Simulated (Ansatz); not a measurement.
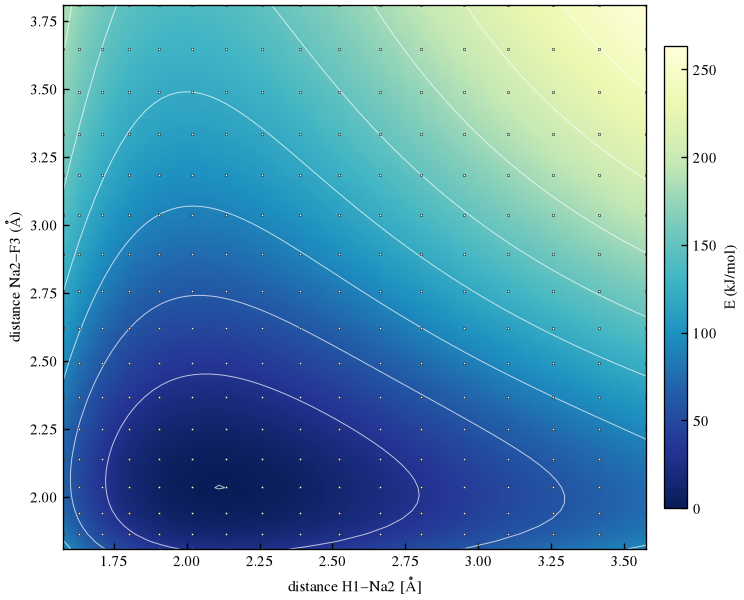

The system H⁻ + NaF. 
- First axis: distance H1–Na2. Second axis: distance Na2–F3.
- Nothing is relaxed (the angle H1–Na2–F3 is fixed at 140 degrees).
- Grid: 17 × 17 points.
- Points are written as (first, second).
- Energies: kJ/mol, counted from the lowest grid point.
- The reference is spin-restricted, so regions where a bond is pulled apart into radicals lie too high.
- These are results of RHF/aug-cc-pVTZ in Ansatz 0.2.0, not measurements.

Drawn: a smooth colour map with a few white contour lines, dots at the grid points. Between grid points the surface is interpolated.

The lowest grid point is at (2.135 Å, 2.035 Å). No other kind of well shows on this grid. The highest grid point, (3.576 Å, 3.808 Å), lies 263 kJ/mol above the lowest.

The level of theory is changed to RKS PBE0-D4/aug-cc-pVTZ in Ansatz; with it change the reference geometry, relaxed at the new level.

**What does this change do to the map?**

The minimum (interpolated where it lies between grid points) moves from about (2.112 Å, 2.037 Å) to about (2.066 Å, 2.050 Å). The span from the lowest to the highest grid point shrinks from 263 to 249 kJ/mol. The curvature at the minimum changes by less than a tenth (about 2.5) eV/Å² along distance H1–Na2 and by less than a tenth (about 6.3) eV/Å² along distance Na2–F3.

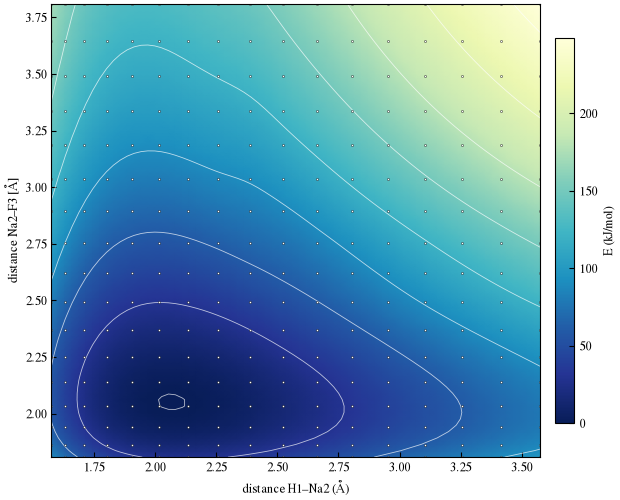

The map after the change, on a colour scale of its own. Drawn: a smooth colour map with a few white contour lines, dots at the grid points. Between grid points the surface is interpolated.
